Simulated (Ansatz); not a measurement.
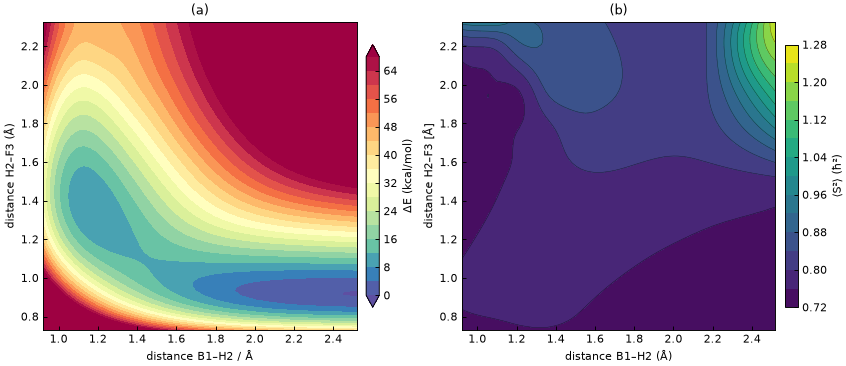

The system B + HF, spin multiplicity 2. 
- Coordinates scanned: (1) distance B1–H2; (2) distance H2–F3.
- Nothing is relaxed (the angle B1–H2–F3 is fixed at 90 degrees).
- The grid has 12 × 12 points.
- Points are written as (first, second).
- Energies are in kcal/mol, from the lowest grid point.
- These are results of UKS BHLYP-D4/aug-cc-pVTZ in Ansatz, not measurements.

Panel (a) is the energy; panel (b) is the computed ⟨S²⟩, in ħ².

The picture shows filled contours, one colour for all values above the top of the scale. Between grid points the surface is interpolated.

How does the ⟨S²⟩ vary over the map, and what is it at the lowest grid point?

Answer. Leaving out the highest fifth of the energies, it runs from 0.75 ħ² at (0.920 Å, 1.617 Å) to 0.95 ħ² at (0.991 Å, 2.328 Å). At the lowest grid point, (2.520 Å, 0.902 Å), it is 0.76 ħ². That point lies on the edge of the scan.
